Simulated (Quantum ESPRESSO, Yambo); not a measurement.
# KF (Carobbiite): G0W0 with Yambo, start to end, part 3 of 3

Aim: the G0W0 gap of KF (Carobbiite) on PBE, step by step.

Quantum ESPRESSO 7.5 and Yambo 5.3.0; PBE and many-body steps on it, plane waves. Known limits of the many-body steps: not at the basis limit; coarse k mesh.

So far. Step 3 (Bands along the symmetry lines): The gap is 6.199 eV, as in the run before at this level. Step 4 (Empty states on the mesh, 4×4×4 mesh, 94 bands): On this mesh the gap is 6.199 eV.

**6. Screening and self-energy, 4×4×4 mesh, 94 bands, screening to 129.3 eV**

G0W0 replaces the xc potential by the self-energy, built once from these orbitals. Only a window of levels is corrected, while the sums run over the empty bands that the input names.

This step: G0W0 on PBE, plane waves, norm-conserving pseudopotentials.

File gw1.in:

```
HF_and_locXC
gw0
dyson
ppa
em1d
rim_cut
RandQpts= 1000000
RandGvec= 1 RL
EXXRLvcs= 72 Ry
VXCRLvcs= 288 Ry
Chimod= "HARTREE"
% BndsRnXp
 1 | 94 |
%
NGsBlkXp= 9.5 Ry
% LongDrXp
 1 | 1 | 1 |
%
% GbndRnge
 1 | 94 |
%
DysSolver= "n"
ExtendOut
PPAPntXp= 27.21138 eV
% QPkrange
 1 | 8 | 6 | 12 |
%
```

On the command line:

```bash
$ OMP_NUM_THREADS=1 mpirun -n 4 yambo -F gw1.in -J gw1 -C gw1 > gw1.log
```

Output:

```text
 Yambo, version 5.3.0

 [02] CORE Variables Setup
 =========================

  [... cell, symmetries and grids as in the set-up ...]

  [02.05] Energies & Occupations
  ==============================

  [X] === General ===
  [X] Electronic Temperature                        :  0.000000  0.000000 [eV K]
  [X] Bosonic    Temperature                        :  0.000000  0.000000 [eV K]
  [X] Finite Temperature mode                       : no
  [X] El. density                                   :  0.41942E+24 [cm-3]
  [X] Fermi Level                                   :  1.536558 [eV]

  [X] === Gaps and Widths ===
  [X] Conduction Band Min                           :  6.199420 [eV]
  [X] Valence Band Max                              :  0.000000 [eV]
  [X] Filled Bands                                  :   8
  [X] Empty Bands                                   :    9   94
  [X] Direct Gap                                    :  6.199420 [eV]
  [X] Direct Gap localized at k                     :  1
  [X] Indirect Gap                                  :  6.199420 [eV]
  [X] Indirect Gap between kpts                     :  1  1
  [X] Last valence band width                       :  0.344584 [eV]
  [X] 1st conduction band width                     :  3.553835 [eV]

 [03] Transferred momenta grid and indexing
 ==========================================

 IBZ Q-points                                      :   8
 BZ  Q-points                                      :   64

 K/Q-points units:
 rlu = crystal or reduced units; cc = cartesian coordinates; iku = interal k-units

 Q [1]          [rlu]:  0.000000  0.000000  0.000000
 Q [2]          [rlu]:  0.16981E-17  0.16981E-17  0.25000
 Q [3]          [rlu]: -0.33962E-17 -0.33962E-17 -0.50000
 Q [4]          [rlu]:  0.74356E-19  0.25000      0.25000
 Q [5]          [rlu]: -0.62307E-17  0.25000      0.50000
 Q [6]          [rlu]: -0.33962E-17  0.25000     -0.25000
 Q [7]          [rlu]: -0.14871E-18 -0.50000     -0.50000
 Q [8]          [rlu]:  0.250000 -0.500000 -0.250000

 [04] Coloumb potential Random Integration (RIM)
 ===============================================

  [04.01] RIM initialization
  ==========================

  * Diagonal components only detected *

  8 x (sBL volume)        :  0.120444 [a.u.]
  sBZ random points       :  1000000
  Points outside the sBZ  :   7996195
  RL volume               :  0.963556 [a.u.]
  Integrated volume       :  0.964014 [a.u.]

  [04.02] RIM integrals
  =====================

  Gamma point sphere radius             :  0.089580 [a.u.]
  Points outside the sphere             :   799659
  [Int_sBZ(q=0) 1/q^2]*(Vol_sBZ)^(-1/3) =:  7.764404
                                 should be <:  7.795600

  Summary of Coulomb integrals for non-metallic bands |Q|[au] RIM/Bare

  Q [1] 0.100000E-4 0.995998 * Q [2] 0.269426 1.064955
  Q [4] 0.311106 1.063169 * Q [6] 0.439971 1.026119
  Q [5] 0.515912 1.019126 * Q [3] 0.538852 1.017184
  Q [7] 0.622213 1.014132 * Q [8] 0.695655 1.011034

 [05] Dipoles
 ============

  [05.01] Setup: observables and procedures
  =========================================

 [06] Dynamic Dielectric Matrix (PPA)
 ====================================

 [WR./gw1//ndb.pp]---------------------------------------------------------------
  Brillouin Zone Q/K grids (IBZ/BZ)                :    8   64    8   64
  RL vectors                                       :   3383 [WF]
  Coulomb cutoff potential                         : none
  Electronic Temperature                           :  0.000000 [K]
  Bosonic    Temperature                           :  0.000000 [K]
  PPA    diel. fun.  energies                      : Perdew, Burke & Ernzerhof(X)+Perdew, Burke & Ernzerhof(C)
  wavefunctions                                    : Perdew, Burke & Ernzerhof(X)+Perdew, Burke & Ernzerhof(C)
  Global Gauge                                     : length
  X matrix size                                    :  169
  X band range                                     :    1   94
  X e/h energy range                               : -1.000000 -1.000000 [eV]
  X Time ordering                                  : R
  X Hxc Kernel                                     : HARTREE
  X Drude frequency                                :  0.000000  0.000000
  X poles                                          :  100.0000 [o/o]
  RL vectors in the sum                            :   3383
  [r,Vnl] included                                 : yes
  Field direction                                  :  0.577350E-5  0.577350E-5  0.577350E-5
  BZ energy Double Grid                            : no
  BZ energy DbGd points                            : 0
  BZ Q point size factor                           : -1.000000
  X Optical Averaged directions                    : none

 [07] Local Exchange-Correlation + Non-Local Fock
 ================================================

 [VXC] Plane waves :  21187
 [EXS] Plane waves :  2733

 QP @ state[ 1 ] K range:   1   8
 QP @ state[ 1 ] b range:   6  12

 [xc] Functional : Perdew, Burke & Ernzerhof(X)+Perdew, Burke & Ernzerhof(C)
 [xc] LIBXC used to calculate xc functional
  PP Number of Atomic Species                      :  2
  NLCC RL compoments                               :  21187
  PP Number of Atomic Species                      :  2
  NLCC RL compoments                               :  21187

 [xc] E_xc :  -9.052398 [Ha]
      E_xc :  -18.10480 [Ry]

  Local XC kind (lXC) : Perdew, Burke & Ernzerhof(X)+Perdew, Burke & Ernzerhof(C)
  Non-Local XC kind (nlXC) : Hartree-Fock

  Corrections @ K [1] :  [eV]
 <6|nlXC|6> = -29.45291 -0.73149E-17 <6|lXC|6> = -21.89882 -0.94408E-16
 <7|nlXC|7> = -29.45291  0.22497E-16 <7|lXC|7> = -21.89882 -0.18882E-15
 <8|nlXC|8> = -29.45303  0.15505E-16 <8|lXC|8> = -21.89882  0.000000
 <9|nlXC|9> = -4.028151  0.36556E-17 <9|lXC|9> = -7.969212 -0.94408E-16
 <10|nlXC|10> = -4.982533 -0.53022E-18 <10|lXC|10> = -10.84085  0.47204E-16
 <11|nlXC|11> = -4.982470 -0.58978E-18 <11|lXC|11> = -10.84085  0.59005E-17
 <12|nlXC|12> = -4.982512 -0.10830E-17 <12|lXC|12> = -10.84085  0.000000

  Corrections @ K [2] :  [eV]
 <6|nlXC|6> = -28.02415 -0.39600E-17 <6|lXC|6> = -20.55036  0.75527E-15
 <7|nlXC|7> = -29.04357 -0.51381E-17 <7|lXC|7> = -21.48441  0.56645E-15
 <8|nlXC|8> = -29.04364  0.76954E-17 <8|lXC|8> = -21.48441  0.47204E-16
[...]
Corrections @ K [3] :  [eV]
[...]
Corrections @ K [4] :  [eV]
[...]
Corrections @ K [5] :  [eV]
[...]
[... 2 further k-points ...]
  Corrections @ K [8] :  [eV]
[...]
<8|nlXC|8> = -28.81466 -0.10913E-16 <8|lXC|8> = -21.34315 -0.28323E-15
 <9|nlXC|9> = -4.912528 -0.27909E-17 <9|lXC|9> = -9.872357 -0.70806E-16
 <10|nlXC|10> = -4.912379 -0.31266E-18 <10|lXC|10> = -9.872359 -0.70806E-16
 <11|nlXC|11> = -6.101183 -0.77059E-18 <11|lXC|11> = -12.09489 -0.35403E-16
 <12|nlXC|12> = -7.484435 -0.53065E-18 <12|lXC|12> = -14.24430 -0.47204E-16

  [07.01] Hartree-Fock occupations report
  =======================================

  [Hartree-Fock] === General ===
  [Hartree-Fock] Electronic Temperature             :  0.000000  0.000000 [eV K]
  [Hartree-Fock] Bosonic    Temperature             :  0.000000  0.000000 [eV K]
  [Hartree-Fock] Finite Temperature mode            : no
  [Hartree-Fock] El. density                        :  0.41942E+24 [cm-3]
  [Hartree-Fock] Fermi Level                        :  1.536558 [eV]

  [Hartree-Fock] === Gaps and Widths ===
  [Hartree-Fock] Conduction Band Min                :  10.14048 [eV]
  [Hartree-Fock] Valence Band Max                   : -7.554217 [eV]
  [Hartree-Fock] Filled Bands                       :   8
  [Hartree-Fock] Empty Bands                        :    9   94
  [Hartree-Fock] Direct Gap                         :  17.69470 [eV]
  [Hartree-Fock] Direct Gap localized at k          :  1
  [Hartree-Fock] Indirect Gap                       :  17.69470 [eV]
  [Hartree-Fock] Indirect Gap between kpts          :  1  1
  [Hartree-Fock] Last valence band width            :  0.360868 [eV]
  [Hartree-Fock] 1st conduction band width          :  4.572603 [eV]

 [08] Dyson equation: Newton solver
 ==================================

  [08.01] G0W0 (W PPA)
  ====================

  [  GW  ] Bands range     :    1   94
  [GW/PPA] G damping       :  0.100000 [eV]

  QP @ state[ 1 ] K range:   1   8
  QP @ state[ 1 ] b range:   6  12

   Sc/G bands                                       :    1   94
   Sc/G damping                                     :  0.100000 ev
   Sc bands terminator                              : no
   Sx RL components                                 :  2733

   QP @ state[ 1 ] K range                          :   1   8
   QP @ state[ 1 ] b range                          :   6  12
   GF energies kind                                 : Perdew, Burke & Ernzerhof(X)+Perdew, Burke & Ernzerhof(C)
   GF WF`s kind                                     : Perdew, Burke & Ernzerhof(X)+Perdew, Burke & Ernzerhof(C)
   Xs energies kind                                 : Perdew, Burke & Ernzerhof(X)+Perdew, Burke & Ernzerhof(C)
   Xs WF`s kind                                     : Perdew, Burke & Ernzerhof(X)+Perdew, Burke & Ernzerhof(C)

 [11] Game Over & Game summary
```

The job ended after 1.8 min (4 MPI ranks of Arm Neoverse V2, shared host; peak memory 1.4 GiB).

Numbers from this step:

| Property | Result |
| --- | --- |
| G0W0 gap on the mesh | 9.542 eV |
| starting gap on the mesh | 6.199 eV |
| k of the valence top | 0, 0, 0 |
| k of the conduction bottom | 0, 0, 0 |
| least direct G0W0 gap on the computed points | 9.542 eV |
| Z at the valence top | 0.8132 |
| Z at the conduction bottom | 0.9009 |

The gap on the mesh goes from 6.20 eV to 9.54 eV, a correction of +3.34 eV.

Limits: finite bands, cutoff and mesh; coarse k mesh. v1 is the top filled band, c1 the lowest empty one. The levels before and after the correction (eV, zero at the valence-band top of each column):

|  | conduction bottom | valence top |
| --- | --- | --- |
| Kohn-Sham | 6.20 | 0.00 |
| G0W0 | 9.54 | 0.00 |

|  | level | energy (eV) |
| --- | --- | --- |
| Kohn-Sham | Γ v3-v1 | 0.000 |
| Kohn-Sham | Γ c1 | 6.199 |
| Kohn-Sham | Γ c2-c4 | 10.694 |
| G0W0 | Γ v3-v1 | 0.000 |
| G0W0 | Γ c1 | 9.542 |
| G0W0 | Γ c2-c4 | 15.524 |

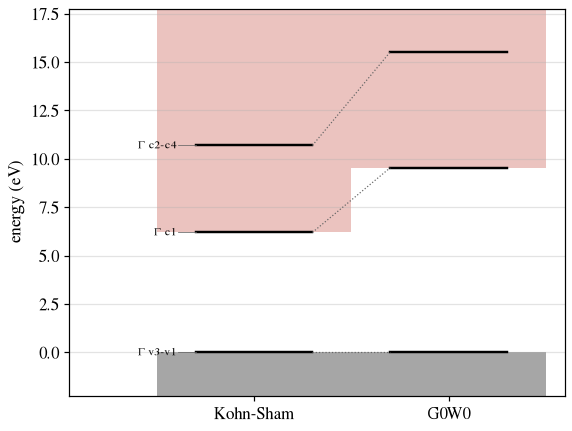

Levels before and after the correction. Shaded: valence and conduction bands.

**7. Where the time went**

Times are wall times on the hardware named with each run, good to a factor of about two.

| step | time | share | memory (GiB) |
| --- | --- | --- | --- |
| ground state | 2.9 s | 2 % | 0.22 |
| bands along the symmetry lines | 3.1 s | 3 % | 0.2 |
| empty states on the mesh | 4.5 s | 4 % | 0.28 |
| conversion and set-up | 2.1 s | 2 % | 0.24 |
| screening and self-energy | 1.8 min | 89 % | 1.4 |

**8. Results**

| Property | Result |
| --- | --- |
| PBE gap | 6.20 eV, direct |
| G0W0 gap on the mesh | 9.54 eV |
| GW settings | 4×4×4 mesh, 94 bands, screening to 129.3 eV, Godby-Needs plasmon pole |
| known limits | not at the basis limit; coarse k mesh |

What this shows: G0W0 moves the gap on the mesh from 6.20 eV to 9.54 eV (+3.34 eV), with Z of 0.81 and 0.90 at the edges. The dearest step here is «screening and self-energy». Bands and cutoff are finite, so the gap is not at the basis limit. The miss can reach some tenths of an eV and take either sign; the mesh is an error of its own. The 4×4×4 mesh is coarse for this cell, which bears on the long-range parts of exchange and screening.

[Paths, hosts, dates, memory and timing lines, banners, echoed tables and standing remarks are left out of the program output.]

[Logs are printed without paths, hosts, clocks, repeated set-up lines and the standing remarks that a program may print on its own settings, such as how far it seeks lower states.]

[Runs of the session that timed out or met a known fault of the program may be left out.]

[Hosts, paths, dates, database ids (printed as entryN), source tags and the programs' standing remarks are cut or masked in the printed files.]
